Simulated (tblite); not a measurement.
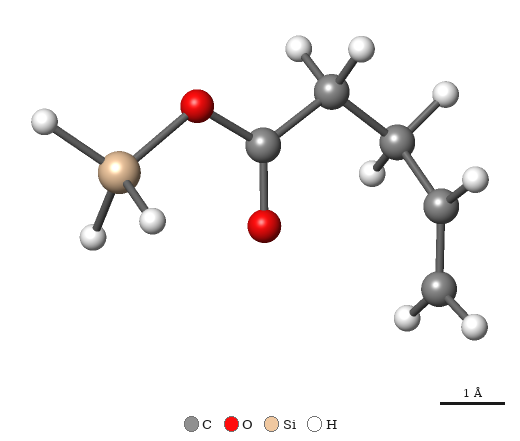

This is the input geometry for a relaxation of C5H10O2Si. The picture is a ball-and-stick view, seen at a tilt.

Method: tblite, GFN2-xTB geometry optimisation, gas phase.

```xyz
18

C    -2.1813    1.0058   -1.3565
C    -2.0900    0.4556   -0.1612
C    -1.6250   -0.9507    0.0736
C    -0.3895   -1.0184    0.9137
C     0.7637   -0.3050    0.3128
O     0.6423    0.2896   -0.8129
O     1.9901   -0.2939    0.9914
Si    3.2973    0.5637    0.2319
H    -2.5347    2.0541   -1.3492
H    -1.9588    0.4876   -2.2742
H    -2.3405    1.0254    0.7454
H    -2.4208   -1.5127    0.6510
H    -1.5234   -1.4767   -0.8836
H    -0.0733   -2.1112    0.9741
H    -0.5913   -0.6891    1.9606
H     4.5818    0.2121    0.8803
H     3.0846    2.0258    0.3104
H     3.3601    0.2444   -1.2190
```

### Where does the relaxation end?

The energy falls by 0.812 eV in 227 geometry steps. The largest move after the best rigid fit is that of H16, 2.73 Å. By element the largest moves are H 2.73 Å, O 1.95 Å, C 0.86 Å, Si 0.86 Å. Near-neighbour distances that change, for instance: C5–O7 1.402 → 1.325 Å, C5–O6 1.279 → 1.202 Å, O7–Si8 1.738 → 1.662 Å, C4–H14 1.139 → 1.090 Å. Among the angles between lasting bonds that change: O7–Si8–H16 110.1° → 97.8°, C2–C1–H9 114.3° → 122.1°, H17–Si8–H18 105.7° → 112.0°. Groups turn about C4–C5 by about 85°.

Final geometry:

```xyz
18

C    -1.5164    1.3719   -0.9515
C    -1.6101    0.6073    0.1194
C    -1.6237   -0.8885    0.0881
C    -0.4032   -1.4685    0.8277
C     0.8436   -0.9884    0.1281
O     1.3470   -1.5295   -0.8202
O     1.3222    0.1368    0.6383
Si    2.5897    0.9608   -0.0528
H    -1.4995    2.4464   -0.8870
H    -1.4574    0.9513   -1.9422
H    -1.6615    1.0495    1.1058
H    -2.5289   -1.2592    0.5769
H    -1.6166   -1.2421   -0.9445
H    -0.4368   -2.5577    0.7928
H    -0.3938   -1.1246    1.8621
H     2.6100    2.0932    0.8618
H     2.2367    1.3120   -1.4221
H     3.7901    0.1355    0.0080
```

The end point in the same view:

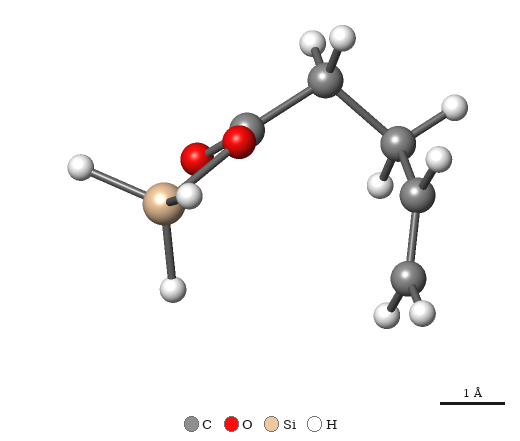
